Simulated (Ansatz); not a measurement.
# CH5SSn radical: geometry and vibrations

Aim: relax CH5SSn radical from a cheap starting geometry, check the end point by its vibrations and derive ideal-gas thermochemistry, and look at its orbitals and charge.

Method: UKS PBE0-D4/def2-TZVP; program: Ansatz 0.2.0, Gaussian basis.

Levels to be run: relaxation at PBE-D4/def2-SVP; relaxation at PBE0-D4/def2-TZVP; harmonic vibrations at the same level; a single point in def2-TZVPP for the fields.

**1. Starting geometry**

SMILES `C[S][SnH2]`, 8 atoms, charge 0, spin multiplicity 2.

Atoms are counted from 1 here; the program's logs count them from 0.

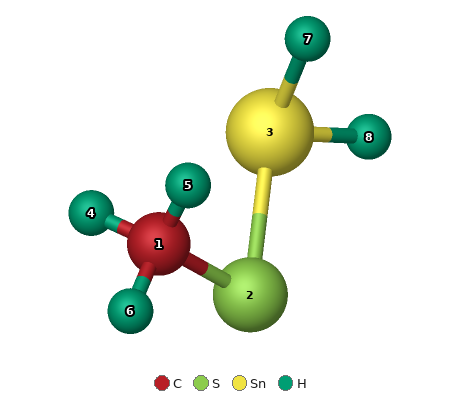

As it starts; carbon red, sulfur green, tin yellow, hydrogen teal; atoms are numbered from 1 in the order of the file.

Coordinates:

```xyz
8
charge 0, multiplicity 2
C    -0.6598    1.0933   -0.4082
S    -0.9609    0.0351    1.0036
Sn    0.5921   -1.6036    0.1828
H    -0.9096    0.6231   -1.3614
H     0.3541    1.4551   -0.4854
H    -1.3541    2.0487   -0.3065
H     2.2056   -0.8366   -0.0499
H     0.8247   -2.8721    1.3692
```

The start is a force-field geometry with small random shifts, so a cheaper pass at PBE-D4/def2-SVP comes first. Sn takes the def2 core potential; no spin-orbit term is included.

**2. Optimising with PBE-D4/def2-SVP (cheap first pass)**

Contents of in.yaml:

```yaml
crystal:
  periodic: [false, false, false]
  atoms:
    - {symbol: C, position_ang: [-0.659800, 1.093300, -0.408200]}
    - {symbol: S, position_ang: [-0.960900, 0.035100, 1.003600]}
    - {symbol: Sn, position_ang: [0.592100, -1.603600, 0.182800]}
    - {symbol: H, position_ang: [-0.909600, 0.623100, -1.361400]}
    - {symbol: H, position_ang: [0.354100, 1.455100, -0.485400]}
    - {symbol: H, position_ang: [-1.354100, 2.048700, -0.306500]}
    - {symbol: H, position_ang: [2.205600, -0.836600, -0.049900]}
    - {symbol: H, position_ang: [0.824700, -2.872100, 1.369200]}
basis:
  gaussian: {orbitals: def2-SVP}
magnetization: {spin_polarized: true, initial_magnetization: 1}
hamiltonian: {xc: pbe, dispersion: d4}
relax: {f_tol: 0.03, max_steps: 200}
```

Command:

```bash
ansatz run in.yaml --threads 4 --pin off --events-out ev --progress --plain --max-ram 10444MiB
```

Standard output, shortened:

```text
Functional definition: PBE
  name "PBE"
  cite "Perdew, Burke & Ernzerhof, Phys. Rev. Lett. 77, 3865 (1996) doi:10.1103/PhysRevLett.77.3865"
  parent pbe
[...]
944 factors; their error is unknown
[...]
mean field -17773.72161012 eV, -653.1722217108 hartree, gradient 8.6e-5 eV, S^2 0.751592; 1 other end points of the search recorded, 0 dependent functions left out
[...]
reference -17773.72164805 eV, -653.1722231047 hartree; 25, 24 occupied and 58, 59 virtual orbitals, 944 factors
relax step   1: F+E_penalty+E_count = -17773.90091640 eV  Δ(F+E_penalty+E_count) = +0.000e0 eV  max|allowed force component| = 2.416e0 eV/Å  Δτ_max = 0.0000 Å  (40 SCF iters, accepted)
[...]
relax step   4: F+E_penalty+E_count = -17774.15666185 eV  Δ(F+E_penalty+E_count) = -4.859e-3 eV  max|allowed force component| = 1.568e-1 eV/Å  Δτ_max = 0.1583 Å  (31 SCF iters, accepted)
[...]
relax step   5: F+E_penalty+E_count = -17774.16011780 eV  Δ(F+E_penalty+E_count) = -3.456e-3 eV  max|allowed force component| = 2.051e-2 eV/Å  Δτ_max = 0.0297 Å  (31 SCF iters, accepted)
944 factors; their error is unknown
[...]
mean field -17773.98517241 eV, -653.1819074462 hartree, gradient 1.1e-5 eV, S^2 0.751689; 2 other end points of the search recorded, 0 dependent functions left out
[...]
reference -17773.98521006 eV, -653.1819088298 hartree; 25, 24 occupied and 58, 59 virtual orbitals, 944 factors
Total energy: -17774.16015545 eV, -653.1883379544 hartree
Atom 0 at    -0.689358     1.159992    -0.453023 Å, force    -0.004681     0.004977     0.007986 eV/Å
Atom 1 at    -1.025268    -0.166305     0.769671 Å, force    -0.008736     0.010913    -0.003925 eV/Å
Atom 2 at     0.695692    -1.812270     0.148106 Å, force     0.020510    -0.016969    -0.007169 eV/Å
Atom 3 at    -1.059543     0.879529    -1.458463 Å, force    -0.002642     0.003132     0.005684 eV/Å
Atom 4 at     0.388854     1.407032    -0.508449 Å, force    -0.008641     0.010307     0.002475 eV/Å
Atom 5 at    -1.245170     2.055432    -0.111718 Å, force     0.009358    -0.011669    -0.007168 eV/Å
Atom 6 at     2.146959    -0.832434    -0.063425 Å, force     0.004198    -0.001842    -0.007166 eV/Å
Atom 7 at     0.879935    -2.747977     1.621501 Å, force    -0.009366     0.001151     0.009284 eV/Å
Dipole moment:     0.089482     0.124484    -0.265361 e Å
```

It took 7 s on 4 threads of Arm Neoverse V2, shared host.

Relaxation path:

| step | energy from step 1 (eV) | largest force component (eV/Å) |
| --- | --- | --- |
| 1 | 0.0000 | 2.4159 |
| 2 | -0.2034 | 0.6901 |
| 3 | -0.2509 | 0.2265 |
| 4 | -0.2557 | 0.1568 |
| 5 | -0.2592 | 0.0205 |

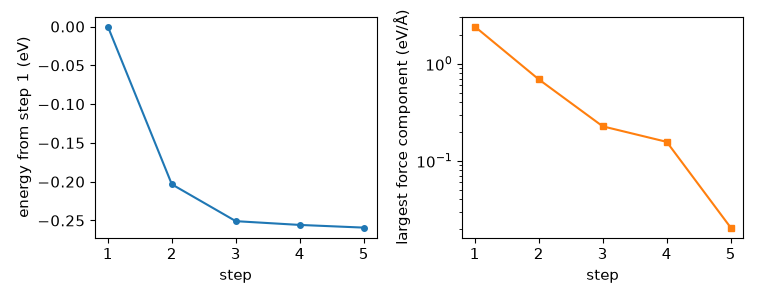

Energy and force, step by step.

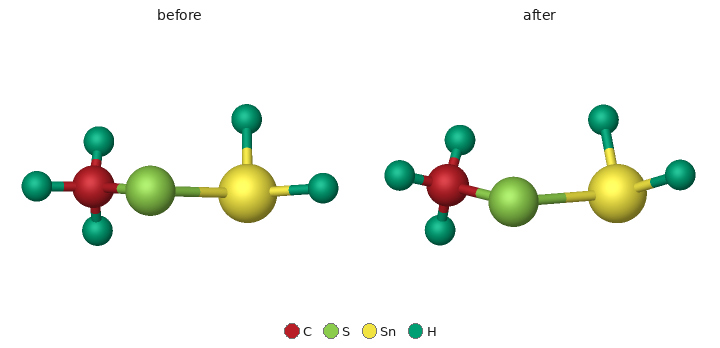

Before and after, at one scale.

Distances of close pairs at the start and the end, largest changes first:

| bond | before (Å) | after (Å) | change (Å) |
| --- | --- | --- | --- |
| C1–H6 | 1.185 | 1.108 | -0.078 |
| S2–Sn3 | 2.402 | 2.461 | +0.059 |
| C1–S2 | 1.790 | 1.835 | +0.045 |
| Sn3–H7 | 1.802 | 1.764 | -0.038 |
| C1–H5 | 1.079 | 1.108 | +0.028 |
| C1–H4 | 1.092 | 1.108 | +0.016 |
| Sn3–H8 | 1.752 | 1.755 | +0.003 |

**3. Optimising with PBE0-D4/def2-TZVP**

Contents of in.yaml:

```yaml
crystal:
  periodic: [false, false, false]
  atoms:
    - {symbol: C, position_ang: [-0.689358, 1.159992, -0.453023]}
    - {symbol: S, position_ang: [-1.025268, -0.166305, 0.769671]}
    - {symbol: Sn, position_ang: [0.695692, -1.812270, 0.148106]}
    - {symbol: H, position_ang: [-1.059543, 0.879529, -1.458463]}
    - {symbol: H, position_ang: [0.388854, 1.407032, -0.508449]}
    - {symbol: H, position_ang: [-1.245170, 2.055432, -0.111718]}
    - {symbol: H, position_ang: [2.146959, -0.832434, -0.063425]}
    - {symbol: H, position_ang: [0.879935, -2.747977, 1.621501]}
basis:
  gaussian: {orbitals: def2-TZVP}
magnetization: {spin_polarized: true, initial_magnetization: 1}
hamiltonian: {xc: pbe0, dispersion: d4}
relax: {f_tol: 0.005, max_steps: 150}
```

The command is unchanged.

Standard output, shortened:

```text
Functional definition: PBE0
  name "PBE0"
  cite "Adamo & Barone, J. Chem. Phys. 110, 6158 (1999) doi:10.1063/1.478522"
  cite "Perdew, Burke & Ernzerhof, Phys. Rev. Lett. 77, 3865 (1996) doi:10.1103/PhysRevLett.77.3865"
  parent pbe
[...]
1132 factors; their error is unknown
[...]
mean field -17780.58810876 eV, -653.4245608814 hartree, gradient 2.6e-5 eV, S^2 0.754578; 0 other end points of the search recorded, 0 dependent functions left out
[...]
reference -17780.58814473 eV, -653.4245622033 hartree; 25, 24 occupied and 123, 124 virtual orbitals, 1132 factors
relax step   1: F+E_penalty+E_count = -17780.73641240 eV  Δ(F+E_penalty+E_count) = +0.000e0 eV  max|allowed force component| = 5.592e-1 eV/Å  Δτ_max = 0.0000 Å  (32 SCF iters, accepted)
[...]
reference -17780.64304255 eV, -653.4265796608 hartree; 25, 24 occupied and 123, 124 virtual orbitals, 1132 factors
Total energy: -17780.79259953 eV, -653.4320757788 hartree
Atom 0 at    -0.678899     1.155494    -0.442602 Å, force     0.002128     0.000279     0.002375 eV/Å
Atom 1 at    -0.981253    -0.130389     0.801592 Å, force    -0.001875     0.000030    -0.000852 eV/Å
Atom 2 at     0.670733    -1.758718     0.178994 Å, force     0.000428    -0.000186    -0.000250 eV/Å
Atom 3 at    -0.974033     0.820151    -1.436370 Å, force    -0.000791    -0.001137     0.000360 eV/Å
Atom 4 at     0.366112     1.464795    -0.450158 Å, force    -0.000506     0.001139    -0.000449 eV/Å
Atom 5 at    -1.296840     2.009761    -0.165405 Å, force     0.000209     0.000178    -0.000966 eV/Å
Atom 6 at     2.127326    -0.872502    -0.120933 Å, force     0.000400    -0.000062    -0.000536 eV/Å
Atom 7 at     0.858954    -2.745592     1.579082 Å, force     0.000008    -0.000242     0.000318 eV/Å
Dipole moment:     0.114508     0.092899    -0.283498 e Å
```

Wall time 29 s (4 threads of Arm Neoverse V2, shared host); peak memory 0.44 GiB.

Along the way:

| step | energy from step 1 (eV) | largest force component (eV/Å) |
| --- | --- | --- |
| 1 | 0.0000 | 0.5592 |
| 2 | -0.0465 | 0.3000 |
| 3 | -0.0551 | 0.0810 |
| 4 | -0.0558 | 0.0167 |
| 5 | -0.0553 | 0.0563 |
| 6 | -0.0560 | 0.0093 |
| 7 | -0.0561 | 0.0173 |
| 8 | -0.0561 | 0.0127 |
| 9 | -0.0561 | 0.0052 |
| 10 | -0.0562 | 0.0024 |

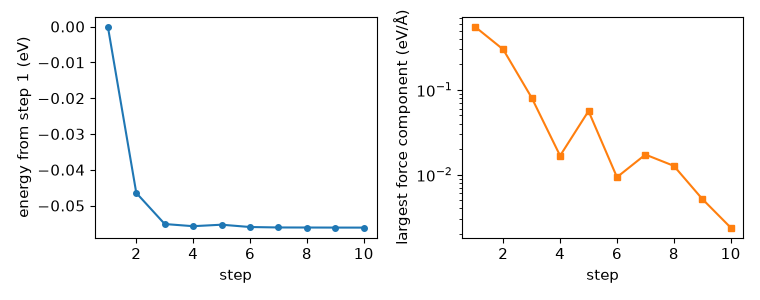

Energy and largest force along the relaxation.

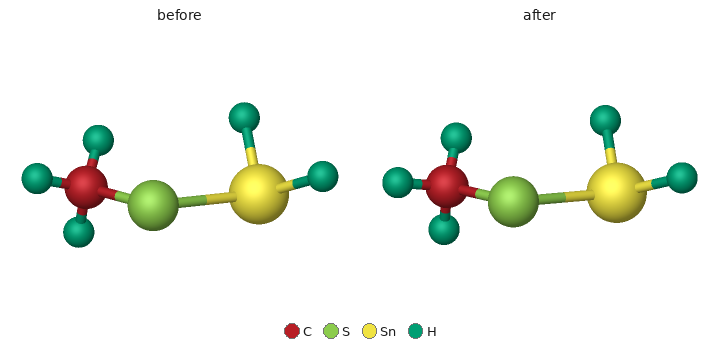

The geometry before (left) and after (right).

Distances of close pairs at the start and the end, largest changes first:

| bond | before (Å) | after (Å) | change (Å) |
| --- | --- | --- | --- |
| S2–Sn3 | 2.461 | 2.402 | -0.059 |
| Sn3–H7 | 1.764 | 1.731 | -0.033 |
| Sn3–H8 | 1.755 | 1.723 | -0.032 |
| C1–S2 | 1.835 | 1.815 | -0.020 |
| C1–H4 | 1.108 | 1.090 | -0.018 |
| C1–H5 | 1.108 | 1.090 | -0.018 |
| C1–H6 | 1.108 | 1.090 | -0.018 |

Mulliken charges of the relaxed molecule (report file):

| atom | value (e) |
| --- | --- |
| C1 | -0.36 |
| S2 | -0.29 |
| Sn3 | 0.29 |
| H4 | 0.15 |
| H5 | 0.15 |
| H6 | 0.15 |
| H7 | -0.05 |
| H8 | -0.04 |

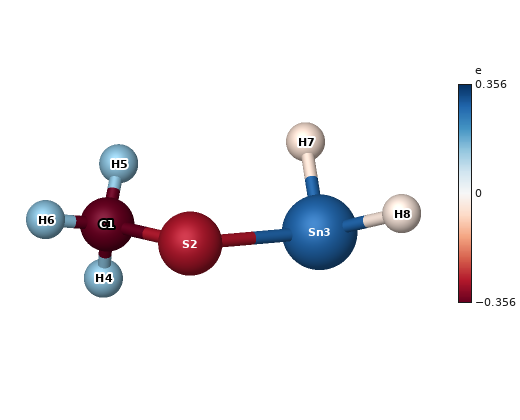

Mulliken charges of the relaxed molecule (report file), as colours on the atoms.

**4. Vibrations by finite differences**

Contents of in.yaml:

```yaml
crystal:
  periodic: [false, false, false]
  atoms:
    - {symbol: C, position_ang: [-0.678899, 1.155494, -0.442602]}
    - {symbol: S, position_ang: [-0.981253, -0.130389, 0.801592]}
    - {symbol: Sn, position_ang: [0.670733, -1.758718, 0.178994]}
    - {symbol: H, position_ang: [-0.974033, 0.820151, -1.436370]}
    - {symbol: H, position_ang: [0.366112, 1.464795, -0.450158]}
    - {symbol: H, position_ang: [-1.296840, 2.009761, -0.165405]}
    - {symbol: H, position_ang: [2.127326, -0.872502, -0.120933]}
    - {symbol: H, position_ang: [0.858954, -2.745592, 1.579082]}
basis:
  gaussian: {orbitals: def2-TZVP}
magnetization: {spin_polarized: true, initial_magnetization: 1}
hamiltonian: {xc: pbe0, dispersion: d4}
phonons: {temperatures: {t_min: 298.15, t_max: 900, t_step: 200}}
```

The command is unchanged.

Standard output, shortened:

```text
Functional definition: PBE0
  name "PBE0"
  cite "Adamo & Barone, J. Chem. Phys. 110, 6158 (1999) doi:10.1063/1.478522"
  cite "Perdew, Burke & Ernzerhof, Phys. Rev. Lett. 77, 3865 (1996) doi:10.1103/PhysRevLett.77.3865"
  parent pbe
[...]
1132 factors; their error is unknown
[...]
mean field -17780.64300633 eV, -653.4265783300 hartree, gradient 6.0e-5 eV, S^2 0.753756; 0 other end points of the search recorded, 0 dependent functions left out
[...]
reference -17780.64304256 eV, -653.4265796612 hartree; 25, 24 occupied and 123, 124 virtual orbitals, 1132 factors
[...]
1132 factors; their error is unknown
mean field -17780.64283855 eV, -653.4265721643 hartree, gradient 2.7e-6 eV, S^2 0.753755; 0 other end points of the search recorded, 0 dependent functions left out
[...]
reference -17780.64287478 eV, -653.4265734955 hartree; 25, 24 occupied and 123, 124 virtual orbitals, 1132 factors
[...]
Atom 0 at    -0.678899     1.155494    -0.442602 Å, force     0.002140     0.000260     0.002387 eV/Å
Atom 1 at    -0.981253    -0.130389     0.801592 Å, force    -0.001884     0.000042    -0.000870 eV/Å
Atom 2 at     0.670733    -1.758718     0.178994 Å, force     0.000435    -0.000189    -0.000257 eV/Å
Atom 3 at    -0.974033     0.820151    -1.436370 Å, force    -0.000788    -0.001147     0.000360 eV/Å
Atom 4 at     0.366112     1.464795    -0.450158 Å, force    -0.000504     0.001139    -0.000447 eV/Å
Atom 5 at    -1.296840     2.009761    -0.165405 Å, force     0.000192     0.000199    -0.000957 eV/Å
Atom 6 at     2.127326    -0.872502    -0.120933 Å, force     0.000398    -0.000072    -0.000539 eV/Å
Atom 7 at     0.858954    -2.745592     1.579082 Å, force     0.000011    -0.000232     0.000322 eV/Å
Dipole moment:     0.114508     0.092901    -0.283498 e Å
Vibrations: 109.90 129.77 154.37 352.88 470.07 512.44 670.37 727.87 964.76 978.28 1346.86 1467.09 1473.40 1808.61 1867.75 3062.53 3153.88 3154.59 cm⁻¹, zero-point energy 1.388960 eV
```

Wall time 74 s (4 threads of Arm Neoverse V2, shared host); peak memory 0.43 GiB.

Motions are named by where the mode's potential energy lies. The modes, unscaled (a negative number is an imaginary wavenumber):

| mode | cm⁻¹ | motion |
| --- | --- | --- |
| 1 | 110 | torsion |
| 2 | 130 | torsion |
| 3 | 154 | bend |
| 4 | 353 | Sn–S stretch |
| 5 | 470 | bend |
| 6 | 512 | bend |
| 7 | 670 | bend with wag or twist |
| 8 | 728 | C–S stretch |
| 9 | 965 | bend |
| 10 | 978 | bend |
| 11 | 1347 | bend |
| 12 | 1467 | bend |
| 13 | 1473 | bend |
| 14 | 1809 | Sn–H stretch |
| 15 | 1868 | Sn–H stretch |
| 16 | 3063 | C–H stretch |
| 17 | 3154 | C–H stretch |
| 18 | 3155 | C–H stretch |

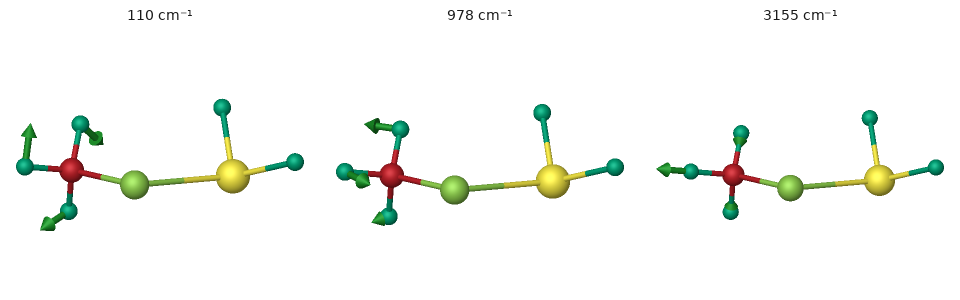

How the atoms move in 3 of the modes.

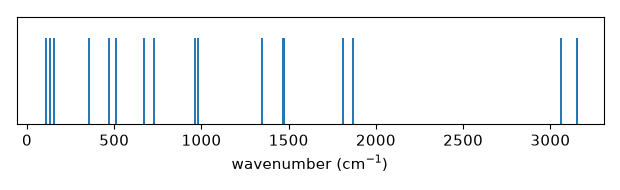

The harmonic wavenumbers as sticks (no intensities were computed).

Ideal gas, rigid rotor and harmonic oscillator at 298.15 K and 1 bar, with symmetry number 1:

| term | value |
| --- | --- |
| zero-point energy | 32.0 kcal/mol |
| H(298) − E | 36.4 kcal/mol |
| entropy, electronic degeneracy | 5.8 J/(mol K) |
| entropy, translation | 172.7 J/(mol K) |
| entropy, rotation | 109.6 J/(mol K) |
| entropy, vibration | 51.2 J/(mol K) |
| entropy, total | 339.3 J/(mol K) |

**5. A single point for the fields**

in.yaml: that of step 4 with these lines changed.

```diff
@@ -12,5 +12,5 @@
 basis:
-  gaussian: {orbitals: def2-TZVP}
+  gaussian: {orbitals: def2-TZVPP}
 magnetization: {spin_polarized: true, initial_magnetization: 1}
 hamiltonian: {xc: pbe0, dispersion: d4}
-phonons: {temperatures: {t_min: 298.15, t_max: 900, t_step: 200}}
+output: {orbitals: {seedname: orbitals}}
```

Launched as before.

Standard output:

```text
Functional definition: PBE0
  name "PBE0"
  cite "Adamo & Barone, J. Chem. Phys. 110, 6158 (1999) doi:10.1063/1.478522"
  cite "Perdew, Burke & Ernzerhof, Phys. Rev. Lett. 77, 3865 (1996) doi:10.1103/PhysRevLett.77.3865"
  parent pbe
  parameter a = 0.25
  parameter kappa = 0.804
  parameter beta = 0.06672455060314922
  exchange = (1 - a)*pbe_x(kappa = kappa, mu = beta*pi^2/3) + a*exact_x
  correlation = pbe_c(beta = beta)
1251 factors; their error is unknown
mean field evaluation 1: about -17776.5115 eV, gradient 2.9e1 eV
mean field evaluation 2: about -17773.7407 eV, gradient 3.6e1 eV
mean field evaluation 4: about -17780.5864 eV, gradient 1.8e0 eV
mean field evaluation 8: about -17780.6028 eV, gradient 5.6e-2 eV
mean field evaluation 16: about -17780.6833 eV, gradient 3.9e-4 eV
mean field -17780.68327949 eV, -653.4280583414 hartree, gradient 2.9e-5 eV, S^2 0.753844; 0 other end points of the search recorded, 0 dependent functions left out
reference -17780.68331578 eV, -653.4280596749 hartree; 25, 24 occupied and 168, 169 virtual orbitals, 1251 factors
Total energy: -17780.83287277 eV, -653.4335557930 hartree
```

Run time: 3.5 s. Hardware: 4 threads of Arm Neoverse V2, shared host; peak memory 0.55 GiB.

Orbitals, density, ELF and potential are computed afterwards from the orbital file.

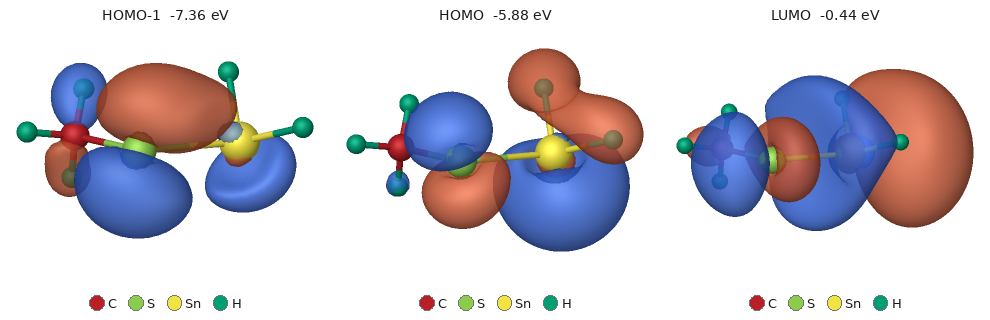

Frontier orbitals at PBE0-D4/def2-TZVPP (alpha spin); each surface holds 70 % of the orbital's density, blue and red mark the sign.

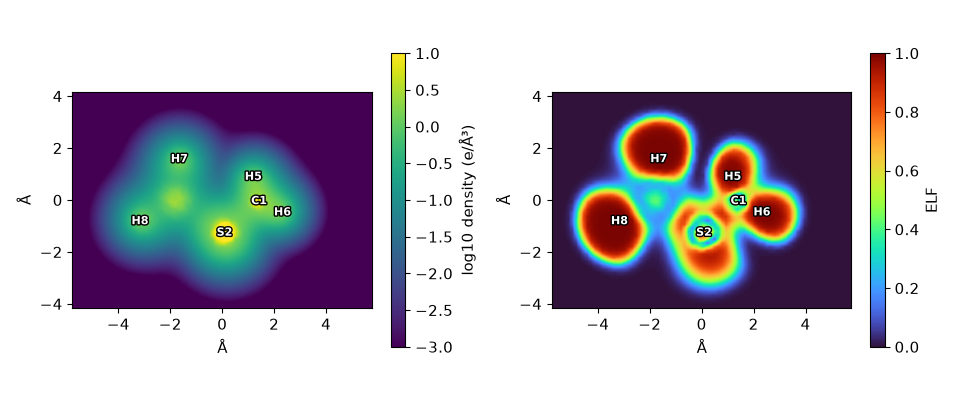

Density (left) and ELF (right) in a plane through or near 6 of the atoms.

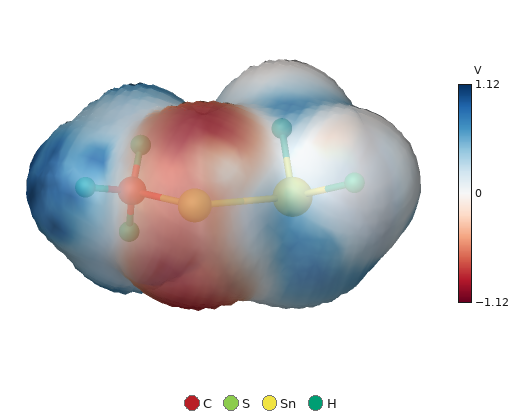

Electrostatic potential on the surface of density 0.002 e/bohr³; red is low, blue high. It runs from -0.84 V near S2 to 1.12 V near Sn3.

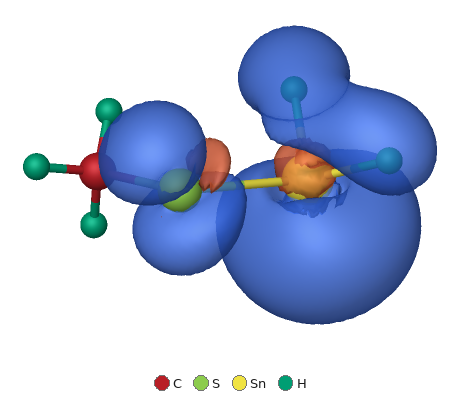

Spin density at ±0.01 e/Å³ (alpha excess blue, beta excess red).

**6. What came out**

```
                  quantity            value
               point group               C1
                     steps           5 + 10
shift from the start (rms)          0.178 Å
              total energy   -17780.7926 eV
           dispersion term         -150 meV
             dipole moment           1.53 D
lowest, highest wavenumber   110, 3155 cm⁻¹
         zero-point energy    32.0 kcal/mol
       entropy at 298.15 K  339.3 J/(mol K)
   HOMO, LUMO (alpha spin)  -5.88, -0.44 eV
```

In words: The atoms moved 0.18 Å (rms) from the start; the bond that changed most is C1–H6, from 1.185 to 1.090 Å. No mode is imaginary: a true minimum at this level. The stiffest mode, 3155 cm⁻¹, is a C–H stretch, and 3 modes under 200 cm⁻¹ make the vibrational entropy uncertain. Harmonic hybrid wavenumbers usually lie a few per cent above measured fundamentals. The largest Mulliken charge, -0.36 e, sits on C1. The alpha HOMO lies mostly on Sn3 47 %; S2 27 % and the LUMO on Sn3 33 %; S2 22 %. The unpaired spin sits mainly on Sn3 57 %; S2 17 %.
